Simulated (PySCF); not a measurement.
Ge₂ (charge +1, quartet)

```xyz
2

Ge    0.0000    0.0000   -1.2100
Ge    0.0000    0.0000    1.2100
```

Method: PBE0/cc-pVTZ(-PP), non-relativistic Hamiltonian with scalar-relativistic core potentials where named, at a bond length of 2.420 Å in PySCF 2.14.0.

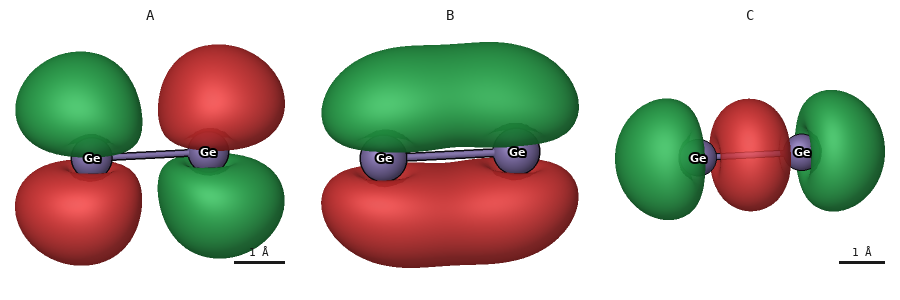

Figure 1. Three frontier α-spin orbitals, each drawn at the value that holds 80 % of its norm (green and red are the two phases), in no order; of a degenerate pair one member is drawn.

**Label each orbital by symmetry, say whether it is occupied, and order them by energy.**

Orbital C: σg, occupied in this spin, −12.89 eV; with no node between the nuclei.
Orbital B: πu, occupied in this spin, −12.27 eV; with no node between the nuclei, bonding.
Orbital A: πg, empty in this spin, −8.26 eV; antibonding, with a node between the atoms.

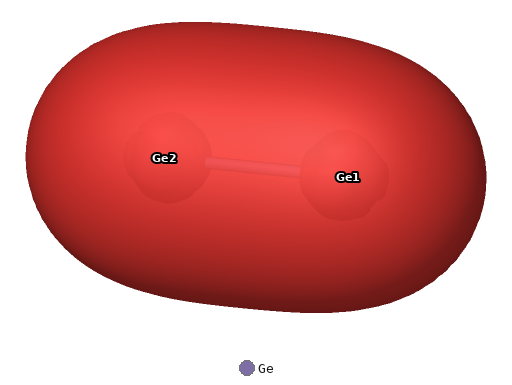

Figure 2. Isosurface of the spin density at +0.02 e/Å³ (red), seen from one side.

**Which atoms carry the spin?**

The unpaired spin (3 electrons) lies mostly on Ge1 (about 1.5) and Ge2 (about 1.5), in electrons by Hirshfeld's partition.

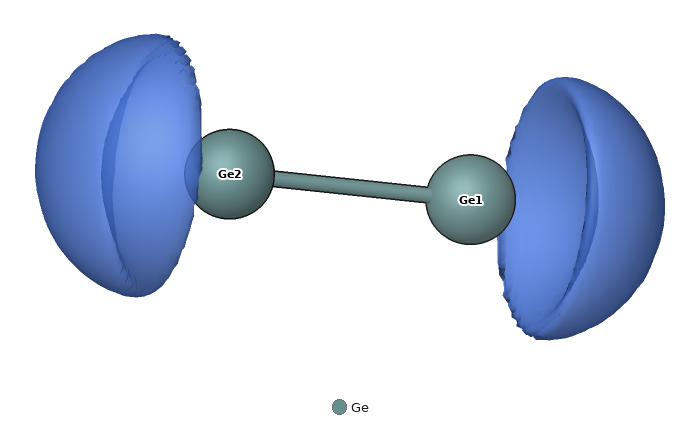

Figure 3. Isosurface of the ELF at 0.8 (blue), seen from one side. Only the valence region is drawn (cores and ρ < 0.01 e/Å³ removed).

**Where are the electrons localised?**

The ELF exceeds this value in two lobes on Ge, pointing away from the bonds (non-bonding electrons).


Ge–Ge (2.42 Å): the ELF peaks at about 0.60 between the atoms.
